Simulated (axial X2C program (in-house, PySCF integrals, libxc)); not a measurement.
**SiO: from the state search to constants**

What are the state, bond length, wavenumber and bond energy of SiO, and what does spin–orbit coupling change?

Method: all-electron X2C, Si dyall-v3z, O dyall-av3z; program: an in-house X2C program for linear molecules on PySCF integrals.

All values are calculated.

**1. The job**

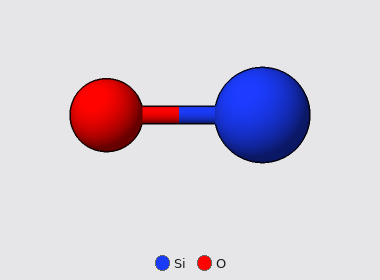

The two atoms at 1.640 Å (silicon blue, oxygen red).

task.json reads:

```json
{"zs": [14, 8], "q": 0, "bas": ["dyall-v3z", "dyall-av3z"], "levels": ["PBE0", "HF", "BHandHLYP"], "cc": true, "r0": 1.64, "thr": -2.0, "nmax": 90, "npts": 10, "nst": 2, "ntry": 6}
```

Keys: zs atomic numbers; q charge; bas basis sets; levels methods (HF also brings MP2); cc coupled cluster on or off; r0 starting distance in Å; thr threshold in hartree for freezing inner shells (an s shell follows its p shell); nmax most natural virtual spinors; npts points asked for on the curve; nst determinants followed; ntry starts of the search.

The run is started by

```bash
> python so2c.py task.json out
```

Spin-free means the one-electron spin-free X2C Hamiltonian; two-component (2c) means X2C with spin–orbit coupling and atomic mean-field two-electron Coulomb and Gaunt terms. Basis: Si dyall-v3z contracted to [8s7p2d1f], O dyall-av3z contracted to [7s6p3d2f]; Gaussian nuclei, density fitting. Masses: Si 27.977 u, O 15.995 u.

Notation: σ, π±, δ± give the projection m of an orbital's angular momentum (0, ±1, ±2), α and β its spin, Λ and M_S the sums; ω is the projection of a spinor's total angular momentum and Ω the sum. Logs are in hartree.

The results follow Hamiltonian by Hamiltonian and level by level.

**2. Search for the lowest determinant**

PBE0 moves the distance from 1.640 Å to 1.520 Å and compares determinants there.

Spin-free determinants:

```tsv
ΔE (eV)	state	open shells
0.00	M_S = 0, Λ = 0	closed shell
3.96	M_S = 1, Λ = 1	beyond closed shells: σα, π+α
4.57	M_S = 0, Λ = 1	beyond closed shells: σα, π+β
4.97	M_S = 1, Λ = 2	beyond closed shells: 2 × π+α, π+β, π-α
4.97	M_S = 1, Λ = 0	beyond closed shells: π+α, π+β, 2 × π-α
5.19	M_S = 0, Λ = 2	beyond closed shells: π+α, 2 × π+β, π-α
```

Two-component determinants:

```tsv
ΔE (eV)	state	open shells
0.00	Ω = 0	closed shell
3.97	Ω = 2	excess of +ω over −ω: ω = 1/2, ω = 3/2
4.56	Ω = 1	excess of +ω over −ω: 2 × ω = 1/2
4.58	Ω = 1	excess of +ω over −ω: ω = -1/2, ω = 3/2
4.95	Ω = 1	excess of +ω over −ω: ω = -1/2, ω = 3/2
4.97	Ω = 3	excess of +ω over −ω: 2 × ω = 3/2
5.18	Ω = 2	excess of +ω over −ω: ω = 1/2, ω = 3/2
```

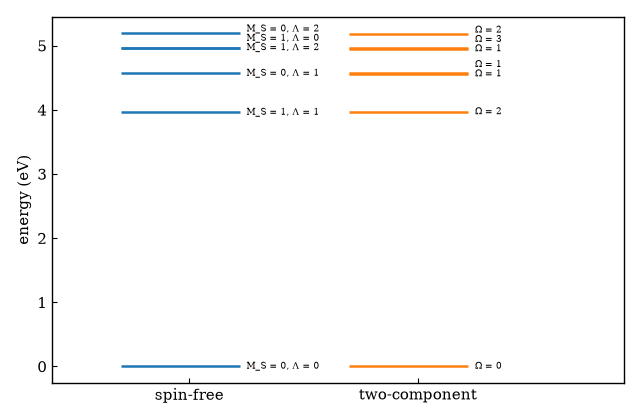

The determinants found, each set from its own lowest.

**3. PBE0, spin-free**

State followed: M_S = 0, Λ = 0 (closed shell). The scan is laid around 1.520 Å, a first estimate of the minimum, and this SCF restarts from the orbitals of the search.

Output at 1.520 Å:

```text
spin-free X2C-1e  PBE0
basis functions 100  fitting functions 582  grid points 4351
iter        total energy     max residual
   1       -365.229435289     9.82e-05
   2       -365.229434893     2.69e-04
   3       -365.229435350     2.77e-07
   4       -365.229435350     2.59e-08
converged
one-electron -583.52948771  Coulomb 208.63921942  exact exchange -7.14735308  xc functional -22.18381899  nuclear repulsion 38.99200502
```

Along the bond, energies from the lowest point:

```csv
R (Å),E (eV),μ (D),HOMO (eV),LUMO (eV),iterations
1.322,1.6426,-2.43,-8.67,-1.43,11
1.383,0.6824,-2.65,-8.74,-1.62,10
1.429,0.2689,-2.81,-8.78,-1.76,10
1.474,0.0560,-2.98,-8.80,-1.90,10
1.520,0.0000,-3.15,-8.82,-2.04,4
1.573,0.0866,-3.35,-8.82,-2.21,11
1.626,0.2954,-3.55,-8.81,-2.38,11
1.695,0.6900,-3.81,-8.69,-2.58,12
1.778,1.2950,-4.12,-8.38,-2.82,12
1.900,2.2932,-4.55,-8.00,-3.15,14
```

Dipoles are positive if O is the positive end.

Outer orbitals at the reference distance:

```json
{"symmetry": "σα", "occupied": "yes", "ε (eV)": "-26.38", "atomic character": "69% O s, 11% Si p, 8% Si s"}
{"symmetry": "σα", "occupied": "yes", "ε (eV)": "-12.41", "atomic character": "51% O p, 34% Si s, 8% O s"}
{"symmetry": "π+α", "occupied": "yes", "ε (eV)": "-9.45", "atomic character": "76% O p, 17% Si p, 4% Si d"}
{"symmetry": "π-α", "occupied": "yes", "ε (eV)": "-9.45", "atomic character": "76% O p, 17% Si p, 4% Si d"}
{"symmetry": "σα", "occupied": "yes", "ε (eV)": "-8.82", "atomic character": "39% O p, 28% Si p, 24% Si s"}
{"symmetry": "π-α", "occupied": "no", "ε (eV)": "-2.04", "atomic character": "66% Si p, 14% O p, 12% Si d"}
{"symmetry": "π+α", "occupied": "no", "ε (eV)": "-2.04", "atomic character": "66% Si p, 14% O p, 12% Si d"}
{"symmetry": "σα", "occupied": "no", "ε (eV)": "0.50", "atomic character": "59% Si p, 24% Si d, 7% O p"}
{"symmetry": "σα", "occupied": "no", "ε (eV)": "2.03", "atomic character": "42% O s, 21% Si s, 20% Si p"}
```

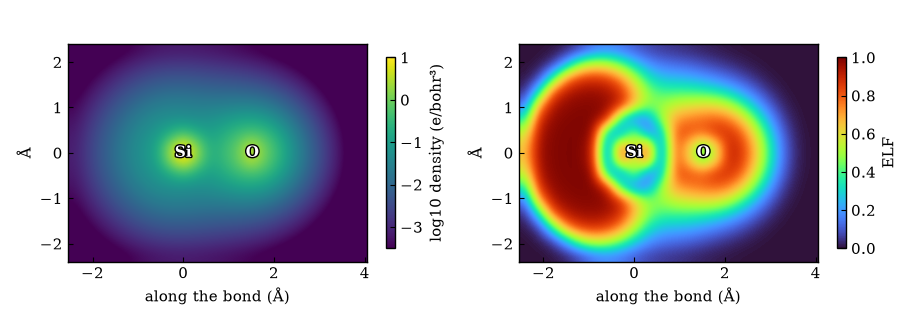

PBE0 fields in a plane through the axis, from a grid of 0.3 Å; Si lies at z = 0 and O at z = 1.520 Å; the ELF is damped to zero where the density is low.

Re = 1.516 Å, ωe = 1262 cm⁻¹, ωexe = 5.24 cm⁻¹, Be = 0.7205 cm⁻¹, De = 7.77 eV, μ = -3.14 D.

**4. HF, spin-free**

Output at 1.520 Å:

```text
spin-free X2C-1e  HF
basis functions 100  fitting functions 582  grid points 4351
iter        total energy     max residual
   1       -364.487675615     7.16e-02
   2       -364.502381766     6.46e-03
   3       -364.502913311     6.89e-03
   4       -364.503252712     1.41e-03
   5       -364.503297209     4.14e-04
   6       -364.503302072     1.04e-04
   7       -364.503302399     4.25e-05
   8       -364.503302452     9.06e-06
   9       -364.503302453     5.82e-07
converged
one-electron -583.38354644  Coulomb 208.53718810  exact exchange -28.64894912  xc functional 0.00000000  nuclear repulsion 38.99200502
```

Re = 1.486 Å, ωe = 1391 cm⁻¹, ωexe = 4.93 cm⁻¹, Be = 0.75 cm⁻¹, De = 4.64 eV, μ = -3.59 D.

**5. BHandHLYP, spin-free**

The SCF at the reference distance of 1.520 Å:

```text
spin-free X2C-1e  BHandHLYP
basis functions 100  fitting functions 582  grid points 4351
iter        total energy     max residual
   1       -365.393718430     1.88e-02
   2       -365.394436088     1.15e-02
   3       -365.393460401     1.70e-02
   4       -365.395338467     2.58e-04
   5       -365.395339558     6.26e-05
   6       -365.395339657     2.75e-05
   7       -365.395339666     2.06e-06
   8       -365.395339666     6.97e-07
converged
one-electron -583.59823625  Coulomb 208.73091842  exact exchange -14.30971653  xc functional -15.21031032  nuclear repulsion 38.99200502
```

Re = 1.501 Å, ωe = 1319 cm⁻¹, ωexe = 5.15 cm⁻¹, Be = 0.7356 cm⁻¹, De = 7.28 eV, μ = -3.41 D.

**6. Correlated methods, spin-free**

Correlated methods: 10 electrons correlated (frozen shells, counted by type: Si 2 s, 1 p; O 1 s), 168 virtual spinors in MP2, 88 natural virtuals in coupled cluster.

Output of the correlated part at 1.520 Å:

```text
correlated 10  virtual 168  natural virtual 88  E(MP2) -0.349938487  MP2 remainder -0.010034965
iter   CCSD correlation   residual
   1     -0.323704693   1.87e-01
   2     -0.336786894   9.78e-02
   3     -0.341322209   3.02e-02
   4     -0.341324452   9.95e-03
   5     -0.341435581   3.34e-03
   6     -0.341441456   1.04e-03
   7     -0.341437150   3.78e-04
   8     -0.341442637   1.19e-04
   9     -0.341442466   3.19e-05
  10     -0.341442354   1.00e-05
  11     -0.341442310   3.40e-06
  12     -0.341442250   1.04e-06
  13     -0.341442255   3.66e-07
(T) -0.017944379  T1 0.0357  D1 0.0530  max T2 0.078
```

T1 in the output is the amplitude norm over the root of the electron number; divide by √2 for the Lee–Taylor value.

MP2: Re = 1.539 Å, ωe = 1172 cm⁻¹, Be = 0.6992 cm⁻¹, De = 8.49 eV.

CCSD: Re = 1.519 Å, ωe = 1262 cm⁻¹, ωexe = 5.09 cm⁻¹, Be = 0.7181 cm⁻¹, De = 7.58 eV. T1 at Re = 0.025 (Lee–Taylor, the printed value over √2).

CCSD(T): Re = 1.530 Å, ωe = 1209 cm⁻¹, ωexe = 5.66 cm⁻¹, Be = 0.7075 cm⁻¹, De = 7.92 eV. T1 at Re = 0.026 (Lee–Taylor, the printed value over √2).

**7. The spin-free curves together**

Energy (eV) of the followed determinant, spin-free, from each level's lowest point:

```csv
R (Å),PBE0,HF,MP2,CCSD,CCSD(T),BHandHLYP
1.322,1.643,1.323,1.878,n/a,n/a,1.457
1.383,0.682,0.460,0.848,0.713,0.790,0.552
1.429,0.269,0.127,0.380,0.287,0.341,0.181
1.474,0.056,0.000,0.113,0.064,0.092,0.012
1.520,0.000,0.034,0.000,0.000,0.000,0.000
1.573,0.087,0.230,0.018,0.080,0.044,0.138
1.626,0.295,0.551,0.156,0.284,0.209,0.399
1.695,0.690,1.094,0.456,0.676,0.545,0.860
1.778,1.295,1.881,0.944,n/a,n/a,1.544
1.900,2.293,3.138,1.787,n/a,n/a,2.653
```

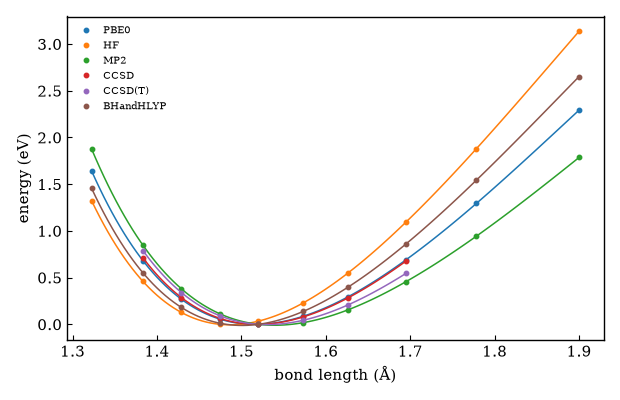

Curves of the followed state, spin-free, each from its own lowest point.

**8. PBE0, 2c**

State followed: Ω = 0 (closed shell). The scan is laid around 1.520 Å, a first estimate of the minimum, and this SCF restarts from the orbitals of the search.

Output at 1.520 Å:

```text
two-component X2C + atomic mean field  PBE0
basis functions 100  fitting functions 582  grid points 4351
iter        total energy     max residual
   1       -365.188170826     4.13e-06
   2       -365.188170827     3.45e-06
converged
one-electron -583.41955521  Coulomb 208.60708035  exact exchange -7.14621029  xc functional -22.18022861  nuclear repulsion 38.99200502  atomic mean-field constant -0.04126208
```

Along the bond, energies from the lowest point:

```csv
R (Å),E (eV),μ (D),HOMO (eV),LUMO (eV),iterations
1.322,1.6454,-2.43,-8.67,-1.44,11
1.383,0.6841,-2.65,-8.74,-1.62,10
1.429,0.2698,-2.81,-8.77,-1.76,10
1.474,0.0564,-2.98,-8.80,-1.91,10
1.520,0.0000,-3.15,-8.82,-2.05,2
1.573,0.0862,-3.35,-8.82,-2.22,11
1.626,0.2947,-3.55,-8.81,-2.38,11
1.695,0.6890,-3.81,-8.68,-2.59,12
1.778,1.2938,-4.12,-8.37,-2.83,12
1.900,2.2917,-4.55,-7.99,-3.16,14
```

Dipoles are positive if O is the positive end.

Outer spinors at the reference distance:

| ω | occupied | ε (eV) | atomic character | λ mixture |
| --- | --- | --- | --- | --- |
| 1/2 | yes | -26.39 | 69% O s, 11% Si p, 8% Si s | 100% σ |
| 1/2 | yes | -12.41 | 51% O p, 34% Si s, 8% O s | 100% σ |
| 1/2 | yes | -9.45 | 76% O p, 17% Si p, 4% Si d | 100% π |
| 3/2 | yes | -9.44 | 76% O p, 17% Si p, 4% Si d | 100% π |
| 1/2 | yes | -8.82 | 39% O p, 28% Si p, 24% Si s | 100% σ |
| 1/2 | no | -2.05 | 65% Si p, 14% O p, 12% Si d | 100% π |
| 3/2 | no | -2.04 | 66% Si p, 14% O p, 12% Si d | 100% π |
| 1/2 | no | 0.51 | 59% Si p, 24% Si d, 7% O p | 100% σ |
| 1/2 | no | 2.08 | 40% O s, 22% Si s, 20% Si p | 100% σ |

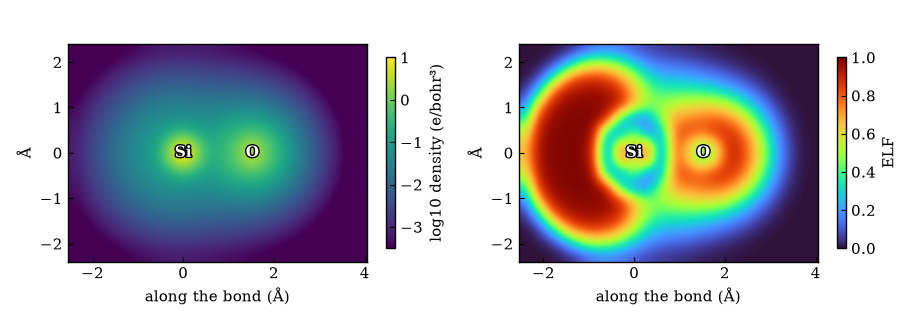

PBE0 fields in a plane through the axis, from a grid of 0.3 Å; Si lies at z = 0 and O at z = 1.520 Å; the ELF is damped to zero where the density is low.

Re = 1.516 Å, ωe = 1261 cm⁻¹, ωexe = 5.24 cm⁻¹, Be = 0.7204 cm⁻¹, De = 7.77 eV, μ = -3.14 D.

**9. HF, 2c**

The SCF at the reference distance of 1.520 Å:

```text
two-component X2C + atomic mean field  HF
basis functions 100  fitting functions 582  grid points 4351
iter        total energy     max residual
   1       -364.446573079     7.16e-02
   2       -364.461271974     6.46e-03
   3       -364.461803569     6.89e-03
   4       -364.462141979     1.41e-03
   5       -364.462186446     4.13e-04
   6       -364.462191303     1.03e-04
   7       -364.462191629     4.24e-05
   8       -364.462191681     9.04e-06
   9       -364.462191682     1.18e-06
converged
one-electron -583.27370531  Coulomb 208.50512780  exact exchange -28.64435710  xc functional 0.00000000  nuclear repulsion 38.99200502  atomic mean-field constant -0.04126208
```

Re = 1.486 Å, ωe = 1391 cm⁻¹, ωexe = 4.93 cm⁻¹, Be = 0.7499 cm⁻¹, De = 4.64 eV, μ = -3.59 D.

**10. BHandHLYP, 2c**

The SCF at the reference distance of 1.520 Å:

```text
two-component X2C + atomic mean field  BHandHLYP
basis functions 100  fitting functions 582  grid points 4351
iter        total energy     max residual
   1       -365.352453241     1.88e-02
   2       -365.353171840     1.15e-02
   3       -365.352197222     1.70e-02
   4       -365.354072231     2.59e-04
   5       -365.354073319     6.33e-05
   6       -365.354073419     2.79e-05
   7       -365.354073427     2.05e-06
   8       -365.354073427     6.97e-07
converged
one-electron -583.48834347  Coulomb 208.69881300  exact exchange -14.30742558  xc functional -15.20786032  nuclear repulsion 38.99200502  atomic mean-field constant -0.04126208
```

Re = 1.501 Å, ωe = 1319 cm⁻¹, ωexe = 5.15 cm⁻¹, Be = 0.7354 cm⁻¹, De = 7.28 eV, μ = -3.41 D.

**11. Correlated methods, 2c**

Correlated methods: 10 electrons correlated (frozen shells, counted by type: Si 2 s, 1 p; O 1 s), 168 virtual spinors in MP2, 90 natural virtuals in coupled cluster.

Output of the correlated part at 1.520 Å:

```text
correlated 10  virtual 168  natural virtual 90  E(MP2) -0.349876597  MP2 remainder -0.009343336
iter   CCSD correlation   residual
   1     -0.324246592   1.86e-01
   2     -0.337329204   9.77e-02
   3     -0.341859096   3.01e-02
   4     -0.341863692   9.99e-03
   5     -0.341974252   3.34e-03
   6     -0.341979323   1.05e-03
   7     -0.341975217   3.82e-04
   8     -0.341980814   1.19e-04
   9     -0.341980609   3.21e-05
  10     -0.341980481   1.03e-05
  11     -0.341980456   3.59e-06
  12     -0.341980385   1.23e-06
  13     -0.341980396   5.51e-07
(T) -0.018022453  T1 0.0356  D1 0.0531  max T2 0.078
```

MP2: Re = 1.539 Å, ωe = 1172 cm⁻¹, Be = 0.6991 cm⁻¹, De = 8.49 eV.

CCSD: Re = 1.519 Å, ωe = 1262 cm⁻¹, ωexe = 5.21 cm⁻¹, Be = 0.7181 cm⁻¹, De = 7.58 eV. T1 at Re = 0.025 (Lee–Taylor, the printed value over √2).

CCSD(T): Re = 1.530 Å, ωe = 1209 cm⁻¹, ωexe = 5.69 cm⁻¹, Be = 0.7075 cm⁻¹, De = 7.91 eV. T1 at Re = 0.026 (Lee–Taylor, the printed value over √2).

**12. The 2c curves together**

Energy (eV) of the followed determinant, 2c, from each level's lowest point:

```csv
R (Å),PBE0,HF,MP2,CCSD,CCSD(T),BHandHLYP
1.322,1.645,1.326,1.881,n/a,n/a,1.460
1.383,0.684,0.462,0.849,0.714,0.791,0.553
1.429,0.270,0.128,0.381,0.287,0.341,0.182
1.474,0.056,0.000,0.113,0.064,0.092,0.012
1.520,0.000,0.033,0.000,0.000,0.000,0.000
1.573,0.086,0.229,0.018,0.080,0.044,0.138
1.626,0.295,0.550,0.155,0.284,0.208,0.398
1.695,0.689,1.092,0.455,0.676,0.544,0.859
1.778,1.294,1.879,0.943,n/a,n/a,1.543
1.900,2.292,3.135,1.785,n/a,n/a,2.651
```

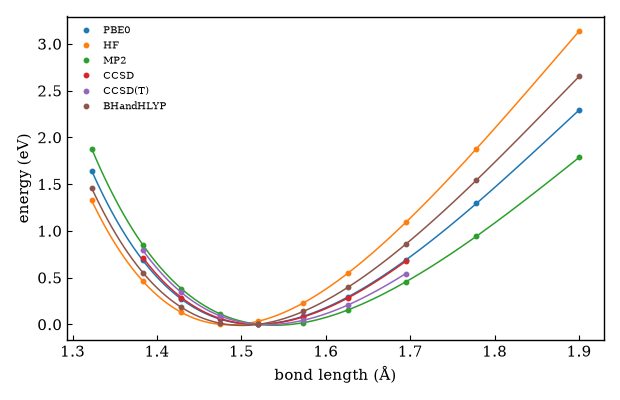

Curves of the followed state, 2c, each from its own lowest point.

Time for the job: 1.8 min (1 thread of Intel Xeon Platinum 8259CL at 2.50GHz (Skylake/Cascade Lake), shared host).

**13. Constants**

Lowest determinant that the search found at its distance, spin-free: M_S = 0, Λ = 0 (closed shell).

Lowest determinant that the search found at its distance, 2c: Ω = 0 (closed shell).

| Hamiltonian | level | Re (Å) | ωe (cm⁻¹) | De (eV) | μ (D) |
| --- | --- | --- | --- | --- | --- |
| spin-free | PBE0 | 1.516 | 1262 | 7.77 | -3.14 |
| spin-free | HF | 1.486 | 1391 | 4.64 | -3.59 |
| spin-free | MP2 | 1.539 | 1172 | 8.49 | n/a |
| spin-free | CCSD | 1.519 | 1262 | 7.58 | n/a |
| spin-free | CCSD(T) | 1.530 | 1209 | 7.92 | n/a |
| spin-free | BHandHLYP | 1.501 | 1319 | 7.28 | -3.41 |
| 2c | PBE0 | 1.516 | 1261 | 7.77 | -3.14 |
| 2c | HF | 1.486 | 1391 | 4.64 | -3.59 |
| 2c | MP2 | 1.539 | 1172 | 8.49 | n/a |
| 2c | CCSD | 1.519 | 1262 | 7.58 | n/a |
| 2c | CCSD(T) | 1.530 | 1209 | 7.91 | n/a |
| 2c | BHandHLYP | 1.501 | 1319 | 7.28 | -3.41 |

Dipoles are positive if O is the positive end.

Time per point (s) on 1 thread of Intel Xeon Platinum 8259CL at 2.50GHz (Skylake/Cascade Lake), shared host (2c runs; CCSD comes with the CCSD(T) run); the times are rough: PBE0 0.25, HF 0.094, MP2 0.18, CCSD(T) 5.7, BHandHLYP 0.23.

What this shows: At CCSD(T), going from spin-free to two-component changes Re by 0 mÅ, ωe by -0.1 %; the spin-free picture holds up (part of it comes from the scalar share of the two-electron terms). De moves by 0.00 eV; both De rest on single-determinant atoms, which can miss part of an open shell's spin–orbit lowering.

De refers to Si + O, each in the lowest determinant found, which need not be this curve's own limit. The state is a single determinant with fixed occupations, the lowest that a limited PBE0 search found. Closed shells are restricted here (equal orbitals for both partners), which fails at long range if the bond breaks into open shells. Dissociation energies refer to the lowest single-determinant-based atoms at the same level and basis. Coupled cluster ran in a truncated set of natural virtual spinors; the MP2 energy of the rest was added. T1 at Re is 0.026 (Lee–Taylor), above the customary mark of 0.02.
